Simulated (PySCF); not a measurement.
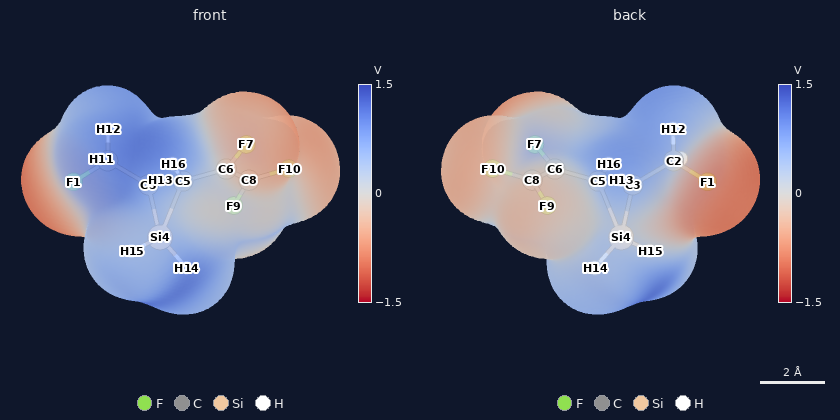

Figure. C5H6F4Si. The electrostatic potential painted on the density surface at 0.001 e/bohr³, seen from the front and from behind; red is negative and blue positive.

Geometry: GFN2-xTB.

Computed with PBE0/pcSseg-1, SCF density, gas phase, non-relativistic (PySCF 2.14.0).

```xyz
16

F    -2.8738   -1.3339    0.5490
C    -2.0936   -0.6181   -0.3328
C    -0.6721   -0.5416    0.1615
Si   -0.2017    0.4964    1.6643
C     0.1035    0.7344   -0.2194
C     1.4152    0.6427   -0.8456
F     1.6753    1.5996   -1.7674
C     2.3924   -0.2271   -0.5951
F     2.2953   -1.1952    0.3229
F     3.5814   -0.2602   -1.1889
H    -2.5480    0.3756   -0.4043
H    -2.1706   -1.1319   -1.2980
H    -0.1309   -1.4650   -0.0070
H     0.9224    0.0659    2.4642
H    -1.2078    1.3844    2.2130
H    -0.4947    1.4827   -0.7277
```

**Which sites attract a positive test charge, and which a negative one?**

A positive charge is drawn to the negative regions and a negative charge to the positive ones. The most negative region (about −0.9 V) lies over F1, the most positive (about +1.1 V) over Si4, H11 and H16.
